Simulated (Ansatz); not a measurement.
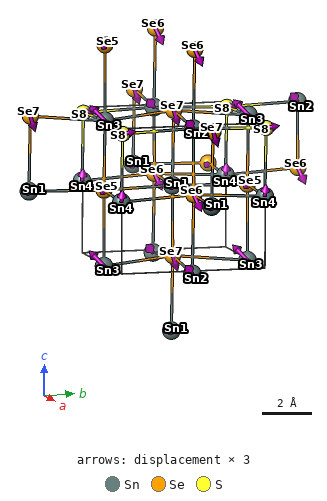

A relaxation of a crystal of Sn$_{4}$Se$_{3}$S (a generated structure, set up in P1) (coarse preliminary run). The starting structure is drawn; purple arrows show the displacements (the part carried along by the change of the cell is left out), 3 times their true length.

The picture is a ball-and-stick view of the cell of the calculation, seen slightly off an axis.

These are results of Ansatz, DFT PBE, scalar-relativistic, plane waves, PAW, not measurements.

Input file:
```yaml
crystal:
  lattice:
    - [6.0350057845, 0.0195499824, 0.0772791361]
    - [0.0195499824, 6.0871662064, 0.0026943473]
    - [0.0772791361, 0.0026943473, 6.0452710788]
  atoms:
    - { symbol: Sn, position: [0.4947010019, 0.4893449159, 0.5163810339] }
    - { symbol: Sn, position: [0.0019581413, 0.4929653719, -0.0180966252] }
    - { symbol: Sn, position: [0.5073387966, 0.0131631617, -0.0188109138] }
    - { symbol: Sn, position: [0.0134847672, -0.0080312821, 0.4965482578] }
    - { symbol: Se, position: [0.4813136325, 0.0163966843, 0.5007522785] }
    - { symbol: Se, position: [-0.0056218902, 0.5018431222, 0.5245059587] }
    - { symbol: Se, position: [0.4687714913, 0.5027051991, 0.0286578131] }
    - { symbol: S, position: [0.0380540594, -0.008387173, -0.029937803] }
basis:
  ecutwfc: 420
kpoints:
  mp_grid: { grid: [4, 4, 4] }
hamiltonian:
  xc: pbe
scf:
  occupations: { method: gaussian, width: 0.2 }
  lower_state_search: "off"
output:
  forces: true
  stress: true
  eigenvalues: true
relax:
  adjacent_minimum: "off"
  f_tol: 0.025
  max_steps: 60
  cell: { stress_tol: 0.25 }
```

Run as
```bash
ansatz run input.yaml --threads 4 --pin off --max-ram 8192MiB --backend cpu --events-out ev --progress --plain --runs-dir out
```

Question: What did the optimiser do to the structure, and how much energy did it gain?

Answer: The largest move relative to the cell is that of Sn3, 0.34 Å roughly along [−1 −1 1]. By element the largest moves are Sn 0.34 Å, Se 0.29 Å, S 0.20 Å. The drawn cell changes as follows: a 6.036 → 6.215 Å (+3.0 %), b 6.087 → 6.093 Å (+0.1 %), c 6.046 → 6.087 Å (+0.7 %), α 89.9° → 91.5°, β 88.5° → 90.7°, γ 89.6° → 89.5°; the volume changes by +3.8 %. Some distances before and after: Sn1–Se6 3.019 → 3.414 Å, Sn2–Se6 2.767 → 3.156 Å, Sn2–S8 3.045 → 3.377 Å, Sn2–Se6 (another image) 3.280 → 2.951 Å. Bond angles that change, for instance: Sn1–Se7–Sn2 100.2° → 87.7°, Sn2–Se6–Sn4 92.0° → 79.8°, Se6–Sn2–Se7 98.1° → 86.8°. The space group stays P1 (No. 1). Over 8 accepted moves (10 points after the start) the energy falls by 24.6 meV per atom. Largest force component: 0.33 eV/Å at the start, 0.012 eV/Å at the end. The pressure goes from −0.13 to 0.00 GPa. The line search rejected the trial step at point 6 of the run. At 1 point the geometry stayed and the basis and grid were re-selected for the new cell (energy shift of 0.2 meV per atom at most each time).

Limits of the set-up: layers or molecules are held without a dispersion correction, so their spacing is unreliable.
